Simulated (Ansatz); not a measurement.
One crystal and one scan (scan of one atom of the cell) at two levels, PBE (plane waves to 420 eV, PAW, scalar-relativistic; Ansatz, a quantum-chemistry and plane-wave program) and r2SCAN (plane waves to 500 eV, PAW, scalar-relativistic; Ansatz), each from its own relaxed cell and on its own mesh. The cell shown is that of PBE.

Relaxed Ni (fcc, Cu type):

```xyz
4
Lattice="3.5188 0.0000 0.0000 0.0000 3.5188 0.0000 0.0000 0.0000 3.5188" Properties=species:S:1:pos:R:3 pbc="T T T"
Ni     0.0000     0.0000     0.0000
Ni     1.7594     1.7594     0.0000
Ni     1.7594     0.0000     1.7594
Ni     0.0000     1.7594     1.7594
```

Scan: atom 3 (Ni, nearest neighbour Ni at 2.488 Å; its periodic images, 3.5 Å or more away, move with it) is displaced along Cartesian z, direction (0.000, 0.000, 1.000) in Cartesian axes, by s. The other atoms stay.

The energy includes the smearing's −TS. Ni was relaxed with its symmetry unable to fall. Relaxed Ni ends ferromagnetic. The PAW data are Ansatz's earlier set. The magnetic order is the one the run started from; other orders were not tried. (PBE) On this mesh the relaxed cell isn't quite at rest: it carries a pressure of 0.1 GPa (compression positive) at the zero of the scan. (PBE) Relaxed Ni ends ferromagnetic. (r2SCAN) On this mesh the relaxed cell isn't quite at rest: it carries a pressure of 0.1 GPa (compression positive) at the zero of the scan. (r2SCAN) Relaxed Ni ends ferromagnetic. With partly filled bands, energies and forces of such displacements shift with the k mesh and the smearing. Percentages come from the unrounded values.

```csv
quantity,PBE,r2SCAN,PBE − r2SCAN
Lattice constant a (Å),3.519,3.480,+0.039 (+1.1 %)
Magnetic moment of the relaxed cell (μB/cell),0.63,0.74,-0.11 (-15 %)
Force constant k = d²E/ds² at s = 0 (finite differences) (eV/Å²),9.17,10.25,-1.08 (-10 %)
```

PBE gives the higher value for: lattice constant a. PBE gives the lower value for: magnetic moment of the relaxed cell; force constant k = d²E/ds² at s = 0. Both give the same shape of the curve: a single well with its minimum at or next to zero displacement.

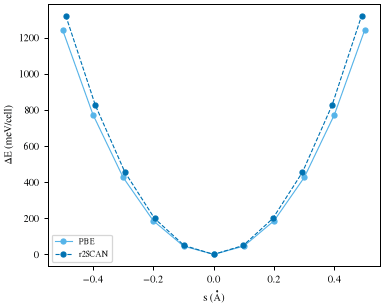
*ΔE, each from the undisplaced structure of its own level.*

(For displaced atoms, the force is minus the slope of the energy, and its curvature is a force constant, which sets phonon frequencies.)
